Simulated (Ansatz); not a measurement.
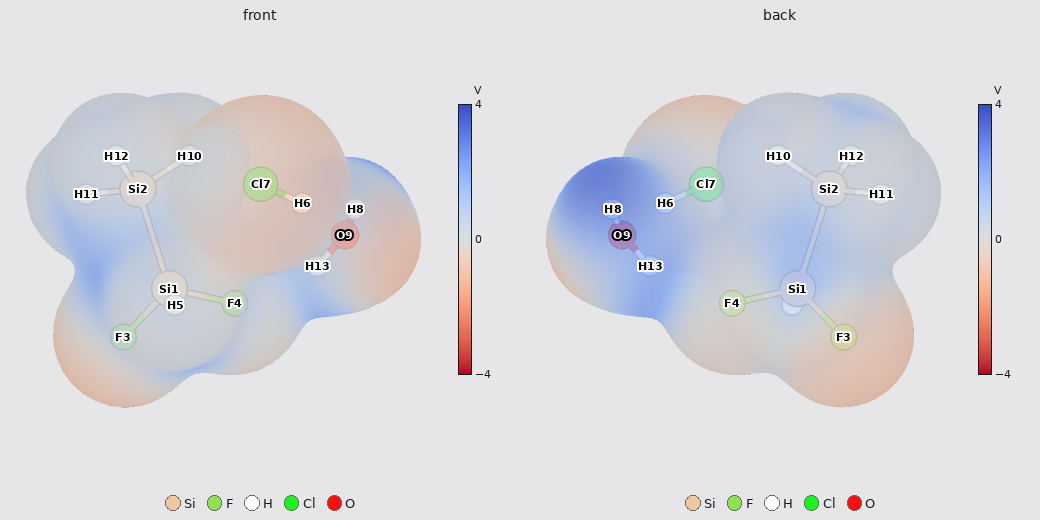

F$_{2}$H$_{4}$Si$_{2}$···HCl···H$_{2}$O. The electrostatic potential painted on the density surface at 0.002 e/bohr³, seen from the front and from behind; red is negative and blue positive.

The reactant side of a reaction path; geometry: PBE0-D4/def2-TZVP; a saddle point, not a minimum.

Theory: Ansatz 0.2.0, RKS PBE0-D4/def2-TZVPP.

```xyz
13

Si   -0.7490    0.7369   -1.2068
Si    0.9892   -0.8062   -1.5303
F    -1.7598    0.6446   -2.4385
F    -1.6328    0.2952    0.0704
H    -0.4157    2.1646   -1.0326
H     0.6187    0.5646    2.0297
Cl    1.5670    1.1386    1.2958
H    -0.6113   -1.0594    2.9672
O    -0.7123   -0.1380    2.7141
H     1.0932   -1.7045   -0.3529
H     0.6702   -1.6222   -2.7334
H     2.2689   -0.0895   -1.7512
H    -1.3263   -0.1248    1.9684
```

Question: Which sites attract a positive test charge, and which a negative one?

Answer: A positive charge is drawn to the negative regions and a negative charge to the positive ones. The most negative region (about −0.9 V) lies over O9, the most positive (about +3.0 V) over H8.
